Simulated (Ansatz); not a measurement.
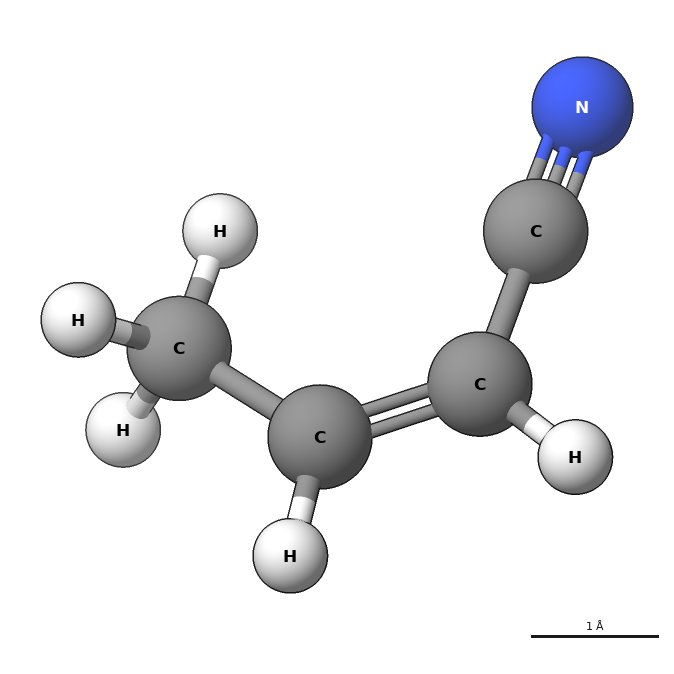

Rendered structure (ball-and-stick style).

Computed geometry: PBE0-D4/def2-TZVP optimisation.

Question: What is the molecular formula?

Answer: C4H5N, 10 atoms: 4 carbon, 5 hydrogen and 1 nitrogen.

Question: Give a SMILES string for it.

Answer: C/C=C\C#N

Question: Which point group does it belong to?

Answer: Cs.

The parts below concern this one geometry. Atoms keep their numbers from picture to picture.

## Shape

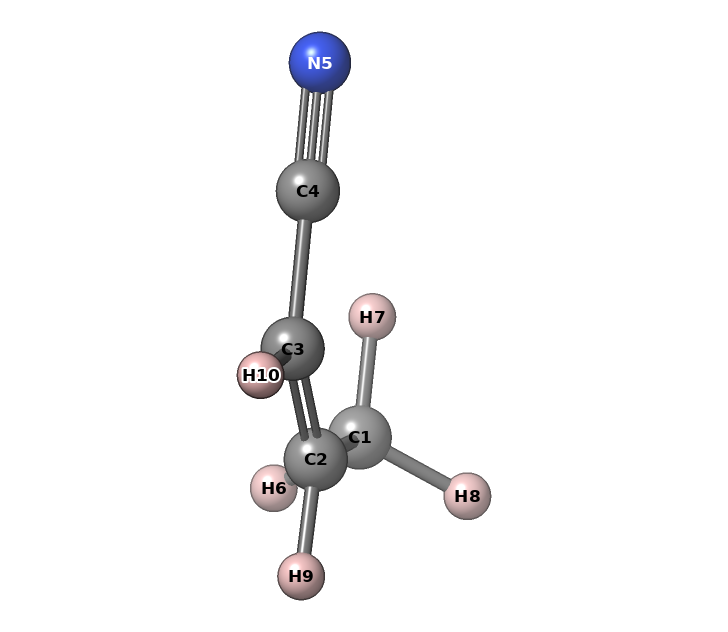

C1 lies behind C2. The molecule seen a little off the C2–C1 bond, C2 in front. Atoms fade into the background with distance from the viewer.

Question: What is the torsion angle C3–C2–C1–H6? The sign is positive where the front bond must turn clockwise to cover the back bond.

Answer: −121°, anticlinal.

## Electronic properties

Properties computed with RKS PBE-D4/def2-TZVPP (Ansatz 0.2.0).

Predict the main results.

- dipole moment: 4.18 D
- HOMO energy (Kohn–Sham orbital): −6.86 eV
- LUMO energy (Kohn–Sham orbital): −2.31 eV
- HOMO–LUMO gap: 4.56 eV
- dispersion correction: −17.1 kJ/mol
- vertical ionisation energy: 10.02 eV

## Charges

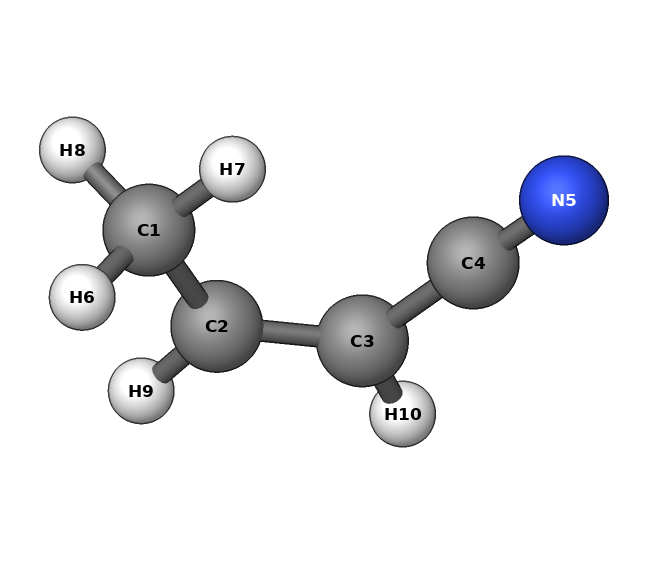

The questions are on Mulliken charges. Level of theory: RKS PBE0-D4/def2-TZVP (Ansatz 0.2.0).

Question: Which atom carries the highest charge (most positive or least negative)?

Answer: H7 (0.16 e).

Question: And the lowest?

Answer: C1 (−0.34 e).

List the Mulliken charges.

| atom | value (e) |
| --- | --- |
| C1 | −0.34 |
| C2 | −0.08 |
| C3 | −0.07 |
| C4 | −0.23 |
| N5 | −0.01 |
| H6 | 0.14 |
| H7 | 0.16 |
| H8 | 0.14 |
| H9 | 0.14 |
| H10 | 0.15 |

## Thermal motion

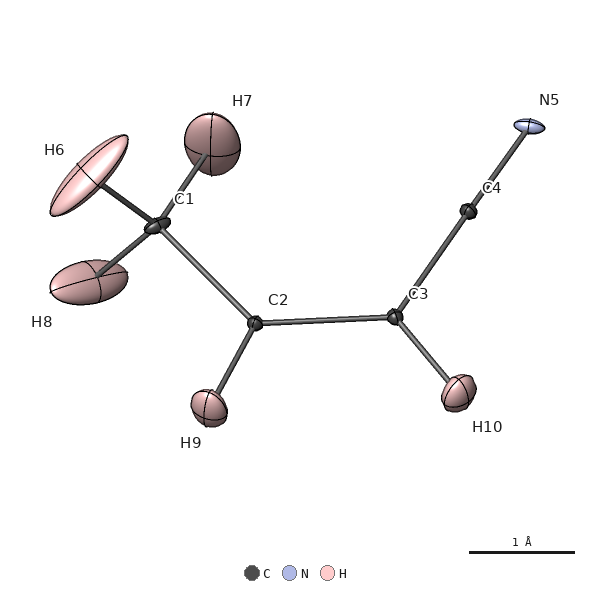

Displacement ellipsoids at the 50 % level, from the internal vibrations of the free molecule (harmonic, no overall translation or rotation; no half-axis is drawn under 0.075 Å). Vibrations computed with RKS PBE0-D4/def2-TZVP (Ansatz 0.2.0). Temperature: 298 K.

Question: Which atom has the largest mean-square displacement?

Answer: H6, H8, with U_eq = 0.0465 Å².

Question: Does H6 move more along its bond or across it?

Answer: Across it: the root-mean-square amplitude is 0.087 Å along the bond and up to 0.337 Å across, since bending and torsion are softer than stretching.

Give the displacement parameters, one line for each set of equivalent atoms.

| atom | U_eq (Å²) | rms amplitudes (Å) |
| --- | --- | --- |
| C1 | 0.0031 | 0.024, 0.031, 0.088 |
| C2 | 0.0017 | 0.029, 0.040, 0.052 |
| C3 | 0.0020 | 0.029, 0.044, 0.056 |
| C4 | 0.0025 | 0.039, 0.053, 0.056 |
| N5 | 0.0039 | 0.025, 0.044, 0.096 |
| H6, H8 | 0.0465 | 0.084, 0.136, 0.337 |
| H7 | 0.0455 | 0.090, 0.173, 0.314 |
| H9 | 0.0161 | 0.080, 0.118, 0.167 |
| H10 | 0.0146 | 0.087, 0.121, 0.147 |

Mulliken values depend strongly on the basis set and can even reverse the polarity of a bond.
